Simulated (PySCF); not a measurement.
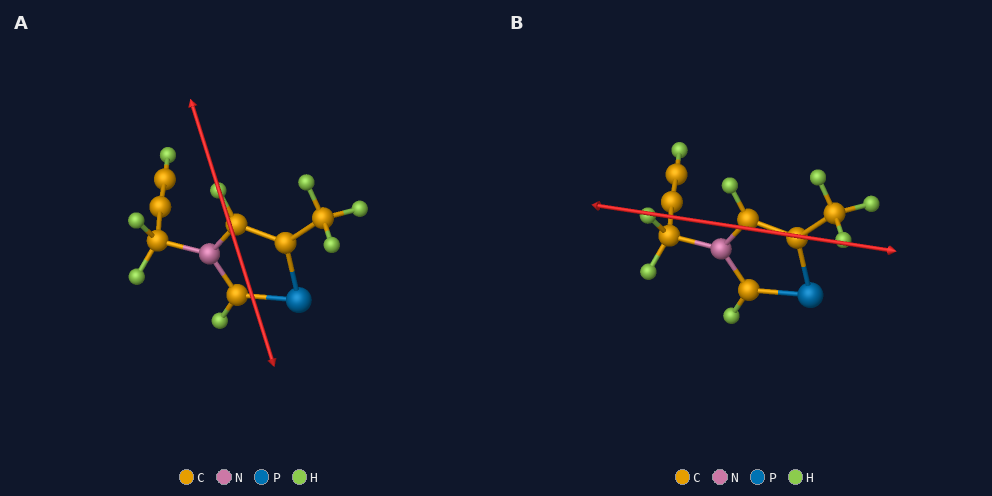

The double arrows show the directions of two transition dipoles from the ground state (lengths mean nothing). The geometry was computed by an optimisation with GFN2-xTB. No frequency run is at hand to confirm it as a minimum. Level of theory: TDDFT CAM-B3LYP/def2-SVPD, vertical, gas phase, core orbitals frozen in the response (PySCF 2.14.0).

### One belongs to singlet state 1 and one to singlet state 3. Which is which?

A: state 3, 5.96 eV (208 nm), oscillator strength 0.017, mainly HOMO → LUMO+1 (weight 0.65).
B: state 1, 5.40 eV (230 nm), oscillator strength 0.13, mainly HOMO → LUMO (weight 0.89).

The geometry is semi-empirical. Around P such bond lengths and angles can be off by a tenth of an ångström or more and by several degrees, and values that hang on the shape move with them.
